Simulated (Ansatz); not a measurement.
CH8Ge: several calculations on one system

## 1. Relaxation

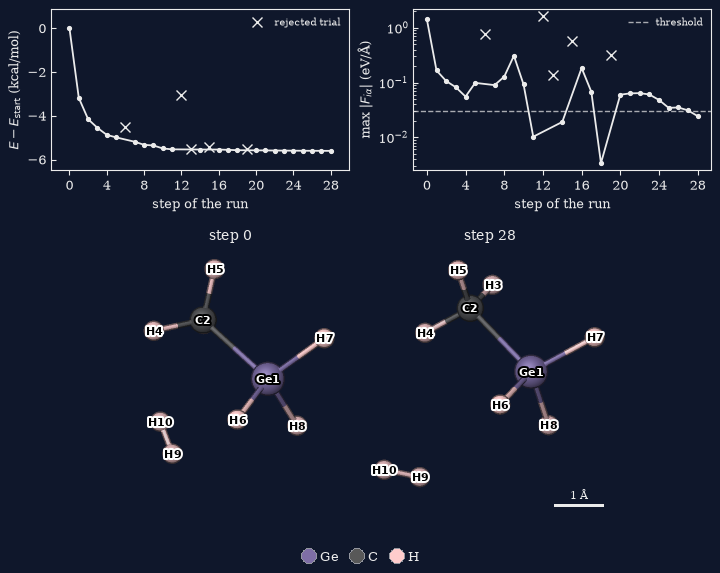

First and last geometry of a relaxation of CH8Ge, with the history of the run. A ball-and-stick model, seen at a tilt.

The run prepares an end point of a later path (reaction) calculation, from a guessed geometry.

Level of theory: RKS B3LYP-D4/def2-SVP in Ansatz. Settings: no spin polarisation; force threshold 0.03 eV/Å; at most 50 steps.

What do the curves and the structures tell?

It converged. The energy falls by 5.60 kcal/mol in 23 accepted moves (28 points after the start). Largest force component: 1.4 eV/Å at the start, 0.024 eV/Å at the end. The line search rejected the trial steps at points 6, 12, 13, 15, 19 of the run. The forces were under the threshold at step 11, but the run went on from there. The largest move after the best rigid fit is that of H10, 1.23 Å. Largest moves by element: H 1.23 Å, C 0.29 Å, Ge 0.17 Å. Among the contacts that change: H9–H10 0.717 → 0.761 Å. Groups turn about Ge1–C2 by about 50°.

## 2. Relaxation

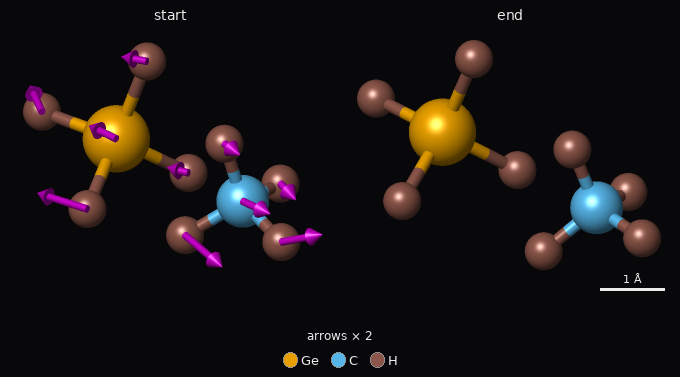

The structure of CH8Ge before (left) and after (right) a relaxation, at one scale. The purple arrows give the displacements, 2 times their true length.

Style: ball-and-stick. Shown from a free direction.

The run prepares an end point of a later path (reaction) calculation, from a guessed geometry.

Computed with RKS B3LYP-D4/def2-SVP (Ansatz).

The input:
```yaml
crystal:
  periodic: [false, false, false]
  atoms:
    - { symbol: Ge, position_ang: [-0.060495, -0.454427, -0.472332] }
    - { symbol: C, position_ang: [0.308124, -0.129417, 2.664757] }
    - { symbol: H, position_ang: [-0.787225, -0.026878, 2.710758] }
    - { symbol: H, position_ang: [0.710426, -0.206639, 3.686723] }
    - { symbol: H, position_ang: [0.73893, 0.757222, 2.178186] }
    - { symbol: H, position_ang: [1.213903, 0.411561, -0.452922] }
    - { symbol: H, position_ang: [-1.247874, 0.350225, 0.084293] }
    - { symbol: H, position_ang: [-0.367444, -0.856323, -1.932054] }
    - { symbol: H, position_ang: [0.168411, -1.713804, 0.391761] }
    - { symbol: H, position_ang: [0.562743, -1.035821, 2.089131] }
basis:
  gaussian: { orbitals: def2-SVP }
hamiltonian:
  xc: b3lyp
  dispersion: d4
relax:
  f_tol: 0.03
  max_steps: 50
```

Command:
```bash
ansatz run input.yaml --threads 2 --pin off --max-ram 3072MiB --backend cpu --events-out ev --progress --plain --runs-dir out
```

Q: What changed between the two?

A: The atom that moves furthest after the best rigid fit is H9 (0.51 Å). Largest moves by element: H 0.51 Å, Ge 0.32 Å, C 0.32 Å. Near-neighbour distances that change, for instance: C2–H10 1.104 → 1.099 Å. The energy falls by 18.9 kJ/mol in 4 geometry steps. Largest force component: 0.43 eV/Å at the start, 0.017 eV/Å at the end.

## 3. Path

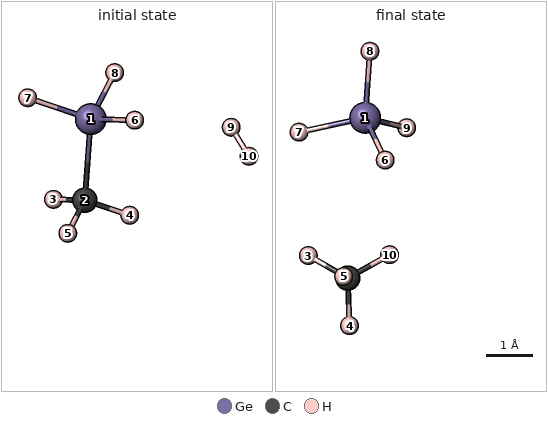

The two relaxed end points of a path for CH$_{8}$Ge, made up at the start of CH6Ge and H₂. A ball-and-stick model, seen at a tilt.

The calculation used Ansatz, RKS B3LYP-D4/def2-SVP.

Settings: 7 movable images; climbing image; force threshold 0.05 eV/Å; iteration limit 60.

Start:
```xyz
10

Ge   -0.1353    0.3244    0.1712
C    -0.1842    0.3815    2.1358
H    -1.2252    0.3801    2.4924
H     0.3325   -0.4947    2.5545
H     0.3116    1.2924    2.5035
H     1.3245    0.3278   -0.3325
H    -0.8649    1.5515   -0.4198
H    -0.8298   -0.9545   -0.3475
H     0.9740   -2.8315    0.8398
H     1.5363   -2.8812    1.3508
```

End:
```xyz
10

Ge   -0.0559   -0.4368   -0.7961
C     0.3035   -0.1435    2.9865
H    -0.7843   -0.0326    2.8737
H     0.5689   -0.0986    4.0518
H     0.8131    0.6681    2.4481
H     1.2578    0.3357   -0.5790
H    -1.2213    0.3437   -0.1628
H    -0.3093   -0.6029   -2.3064
H     0.0504   -1.8249   -0.1397
H     0.6167   -1.1124    2.5721
```

Q: Predict the minimum-energy path and its barrier.

A: The highest point, image 3, lies 3.36 eV above the start and 3.88 eV above the end; the end is at −0.52 eV relative to the start. Breaking: Ge1–C2 (1.97 → 2.33 at the top → 3.81 Å), H9–H10 (0.76 → 1.15 at the top → 2.86 Å). Forming: C2–H10 (3.77 → 1.40 at the top → 1.10 Å), Ge1–H9 (3.41 → 1.91 at the top → 1.54 Å). The band converged in 24 iterations, with a climbing image at the top.

Energies of the converged images:

| image | path (Å) | E (eV) |
| --- | --- | --- |
| 0 | 0.00 | 0.000 |
| 1 | 0.98 | 0.052 |
| 2 | 1.96 | 0.686 |
| 3 | 2.95 | 3.365 |
| 4 | 3.86 | 0.786 |
| 5 | 4.77 | -0.297 |
| 6 | 5.69 | -0.495 |
| 7 | 6.60 | -0.510 |
| 8 | 7.52 | -0.518 |

The geometry at the top of the path:

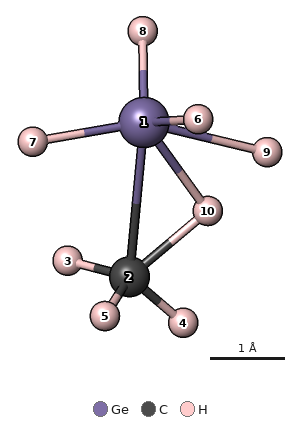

Limits of the set-up: the start holds two separate molecules, 2.9 Å apart at their closest, whose relative position is a soft coordinate.
